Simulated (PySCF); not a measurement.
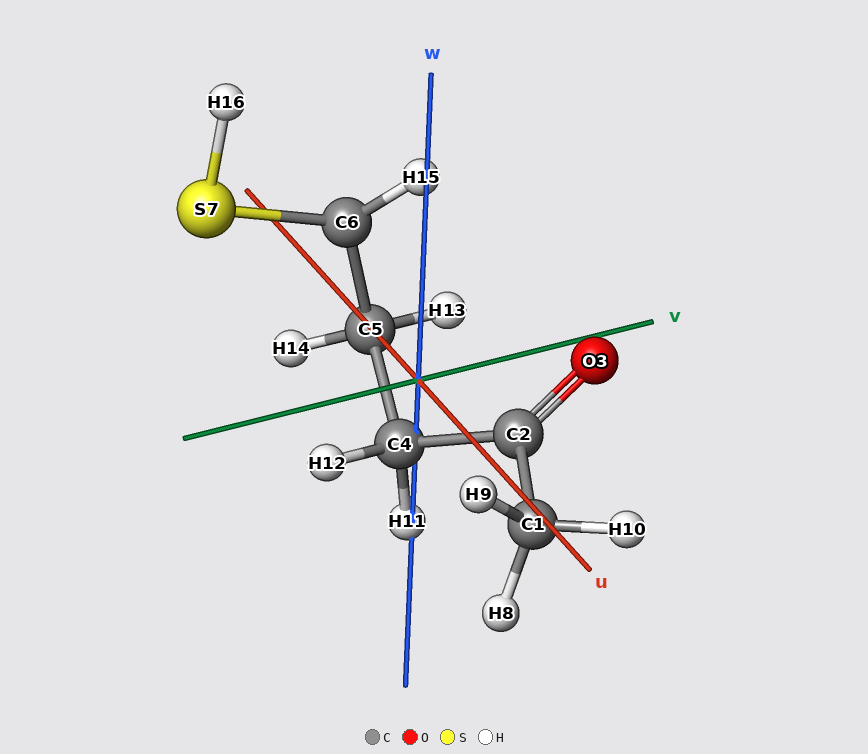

The lines u, v and w are the principal axes of the g tensor. The species is neutral and a spin doublet. Computed geometry: GFN2-xTB optimisation. No frequency run is at hand to confirm it as a minimum. Properties computed with UKS B3LYP, pcH-1 on C H O S, non-relativistic, mean-field spin-orbit, GIAO (PySCF 2.14.0).

> Along which axis does g lie farthest from the free-electron value?

Along w: the shift is 5692 ppm.

Give the principal values and shifts.

| axis | g | shift (ppm) |
| --- | --- | --- |
| u | 2.00190 | −423 |
| v | 2.00336 | 1045 |
| w | 2.00801 | 5692 |
